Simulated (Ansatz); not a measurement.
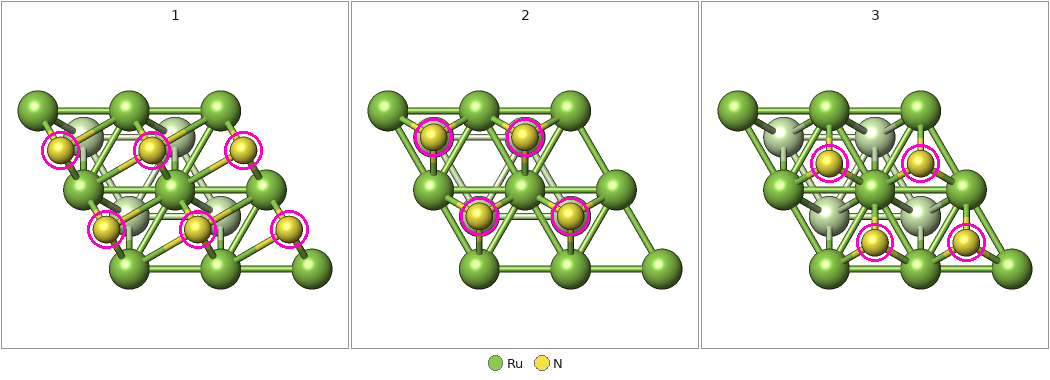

N on a Ru(001) slab cut from the P6_3/mmc phase, its upper half relaxed before the scan (4 atoms of substrate and one adsorbate in a 1 × 1 cell). 
- N is moved over the surface cell; relaxed at each place: the height of the adsorbate's atoms; substrate rigid; the origin of the map has the adsorbate above Ru4.
- Places are given modulo a cell vector. The map is drawn in real space over the plane of the surface.
- Grid: 6 × 6 points; 10 points were computed and 26 follow by symmetry.
- All energies are given in eV relative to the lowest grid point.
- With one adsorbate in each 1 × 1 cell, its nearest image is 2.7 Å away, so neighbouring adsorbates interact.
- All numbers below come from DFT LDA, scalar-relativistic, plane waves, PAW in Ansatz 0.2.0. Settings: cutoff 420 eV, k-mesh 12×12×1, gaussian smearing 0.1 eV, no spin polarisation.

The numbered pictures are structures from this grid. Rings mark the moved atoms.

Which is the most stable, and how do the others follow?

Answer. 2, at a threefold hollow over a second-layer Ru atom, (2/6, 4/6) of the cell vectors: 0.00 eV; 3, at a threefold hollow, (4/6, 2/6) of the cell vectors: 0.42 eV; 1, at a bridge site between two Ru atoms, (0/6, 3/6) of the cell vectors: 1.28 eV.

The map, with the structures marked:

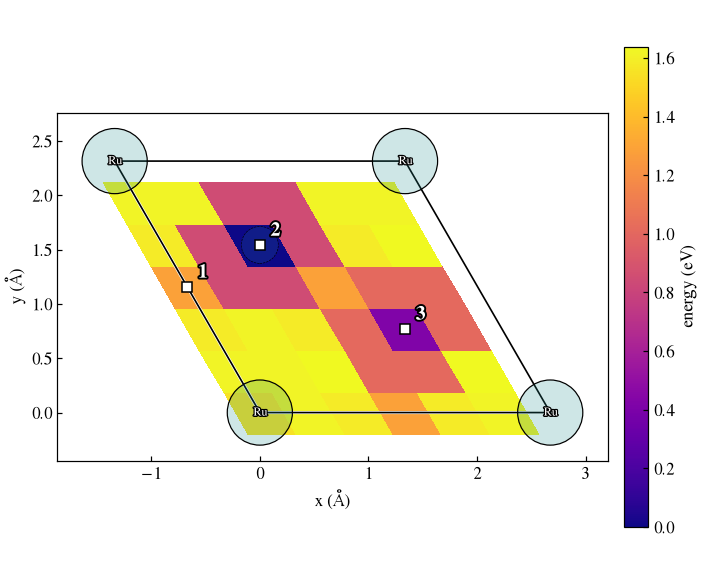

The picture shows one coloured cell a grid point, labelled circles for the atoms of the top layer and small ones for the second layer, the outline of one cell of the plane.

PAW datasets: the set soft_1.
